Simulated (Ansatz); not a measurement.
## CH7FSn: a changed input and its effect

System: CH7FSn.
Method of the first run: RKS PBE0-D4/def2-SVP (Ansatz 0.2.0).

The geometry comes from this level: PBE0-D4/def2-TZVP. Text and figures count atoms from 1; the logs count them from 0 in places.

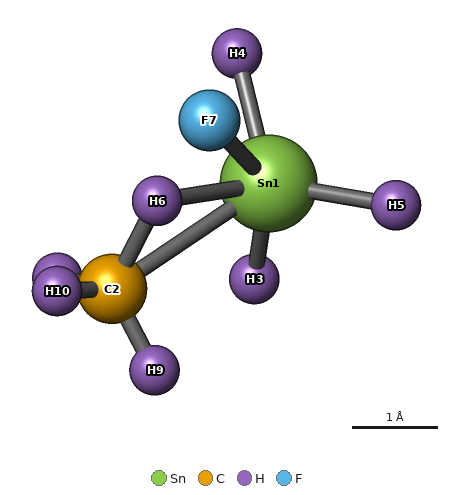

Fig. 1: The input geometry (ball-and-stick view, seen at a tilt; atoms are numbered from 1 in the order of the input). Sticks mark near contacts.

### Input, the first run
```yaml
crystal:
  periodic: [false, false, false]
  atoms:
    - {symbol: Sn, position_ang: [-0.697299, 0.998926, -0.157936]}
    - {symbol: C, position_ang: [0.477724, -1.124806, -0.102662]}
    - {symbol: H, position_ang: [-1.625480, 0.210940, -1.380177]}
    - {symbol: H, position_ang: [-1.720004, 1.312581, 1.159348]}
    - {symbol: H, position_ang: [0.138867, 2.286517, -0.880779]}
    - {symbol: H, position_ang: [0.830369, -0.115327, 0.703812]}
    - {symbol: F, position_ang: [0.984563, 0.906893, 1.332345]}
    - {symbol: H, position_ang: [-0.416274, -1.720985, 0.077904]}
    - {symbol: H, position_ang: [0.722708, -1.123517, -1.164369]}
    - {symbol: H, position_ang: [1.304725, -1.631123, 0.412513]}
basis:
  gaussian: {orbitals: def2-SVP}
hamiltonian: {xc: pbe0, dispersion: d4}
```

Launched with:
```bash
ansatz run in.yaml --threads 4 --pin off --events-out ev --progress --plain --max-ram 9574MiB
```

Hardware: 4 threads of Arm Neoverse V2, 23 GiB of memory available, shared host.

### Output (the first run)
```
Functional definition: PBE0
  parameter a = 0.25
  parameter kappa = 0.804
  parameter beta = 0.06672455060314922
  exchange = (1 - a)*pbe_x(kappa = kappa, mu = beta*pi^2/3) + a*exact_x
  correlation = pbe_c(beta = beta)
1066 factors; their error is unknown
mean field evaluation 1: about -9685.8001 eV, gradient 4.7e1 eV
mean field evaluation 2: about -9682.6703 eV, gradient 6.0e1 eV
mean field evaluation 4: about -9690.3875 eV, gradient 3.2e0 eV
mean field evaluation 8: about -9690.4829 eV, gradient 5.1e-2 eV
mean field -9690.48291618 eV, -356.1186787245 hartree, gradient 5.2e-5 eV, S^2 0.000000; 0 other end points of the search recorded, 0 dependent functions left out
reference -9690.48294702 eV, -356.1186798576 hartree; 22, 22 occupied and 67, 67 virtual orbitals, 1066 factors
Total energy: -9690.61551529 eV, -356.1235516518 hartree
```

The input of the second run differs as follows (lines with − go, lines with + come):
```diff
-    - {symbol: Sn, position_ang: [-0.697299, 0.998926, -0.157936]}
-    - {symbol: C, position_ang: [0.477724, -1.124806, -0.102662]}
-    - {symbol: H, position_ang: [-1.625480, 0.210940, -1.380177]}
-    - {symbol: H, position_ang: [-1.720004, 1.312581, 1.159348]}
-    - {symbol: H, position_ang: [0.138867, 2.286517, -0.880779]}
-    - {symbol: H, position_ang: [0.830369, -0.115327, 0.703812]}
-    - {symbol: F, position_ang: [0.984563, 0.906893, 1.332345]}
-    - {symbol: H, position_ang: [-0.416274, -1.720985, 0.077904]}
-    - {symbol: H, position_ang: [0.722708, -1.123517, -1.164369]}
-    - {symbol: H, position_ang: [1.304725, -1.631123, 0.412513]}
+    - {symbol: Sn, position_ang: [-0.990162, 1.918183, 0.015882]}
+    - {symbol: C, position_ang: [0.891756, -1.883643, -0.089441]}
+    - {symbol: H, position_ang: [-1.321810, 0.549712, -0.935692]}
+    - {symbol: H, position_ang: [-2.228229, 2.309013, 1.114110]}
+    - {symbol: H, position_ang: [-0.413814, 3.249663, -0.871050]}
+    - {symbol: H, position_ang: [1.057293, -0.980108, 0.496889]}
+    - {symbol: F, position_ang: [0.496421, 1.401211, 1.129679]}
+    - {symbol: H, position_ang: [-0.117688, -2.255932, 0.087238]}
+    - {symbol: H, position_ang: [1.013668, -1.660565, -1.149711]}
+    - {symbol: H, position_ang: [1.612464, -2.647434, 0.202096]}
```

How does the second run compare with the first run?

With the same method and basis, the second run lies 43.1 kcal/mol lower.

### Output (the second run)
```
Functional definition: PBE0
  parameter a = 0.25
  parameter kappa = 0.804
  parameter beta = 0.06672455060314922
  exchange = (1 - a)*pbe_x(kappa = kappa, mu = beta*pi^2/3) + a*exact_x
  correlation = pbe_c(beta = beta)
976 factors; integrals over basis functions are off by at most 1.1e-3 eV
mean field evaluation 1: about -9686.9208 eV, gradient 5.1e1 eV
mean field evaluation 2: about -9681.6567 eV, gradient 7.6e1 eV
mean field evaluation 4: about -9692.2420 eV, gradient 1.5e0 eV
mean field evaluation 8: about -9692.3843 eV, gradient 7.0e-2 eV
mean field -9692.38427962 eV, -356.1885525421 hartree, gradient 3.9e-5 eV, S^2 0.000000; 0 other end points of the search recorded, 0 dependent functions left out
reference -9692.38431221 eV, -356.1885537397 hartree; 22, 22 occupied and 67, 67 virtual orbitals, 976 factors
Total energy: -9692.48510592 eV, -356.1922578403 hartree
```

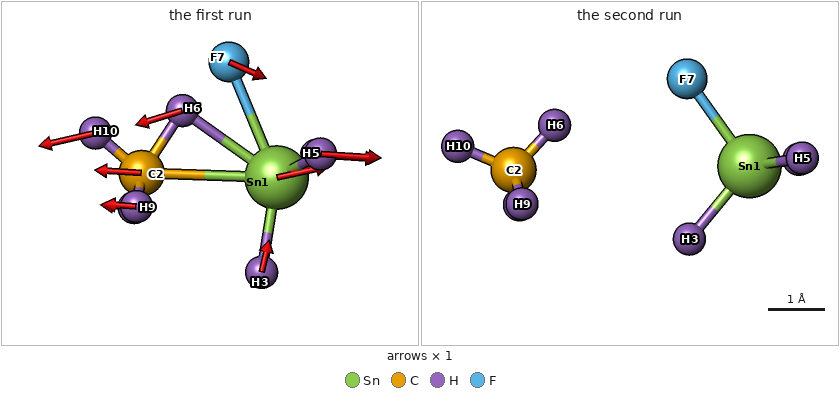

Fig. 2: The two input geometries at one scale (ball-and-stick view, seen at a tilt). The red arrows on the first give the shifts of the atoms after the best rigid fit, at true length. An H atom moves most after the best rigid fit: 1.12 Å. Largest moves by element: H 1.12 Å, Sn 0.97 Å, C 0.87 Å, F 0.75 Å. Among the contacts that change: C–Sn 2.428 → 4.243 Å, H–Sn 2.078 → 3.581 Å, F–Sn 2.249 → 1.928 Å, C–H 1.339 → 1.090 Å.

### The two runs side by side

| quantity | the first run | the second run |
| --- | --- | --- |
| outcome | converged | converged |
| total energy (hartree) | −356.123552 | −356.192258 |
| basis functions | 89 | 89 |
| wall time (shared host) | 0.6 s | 0.65 s |
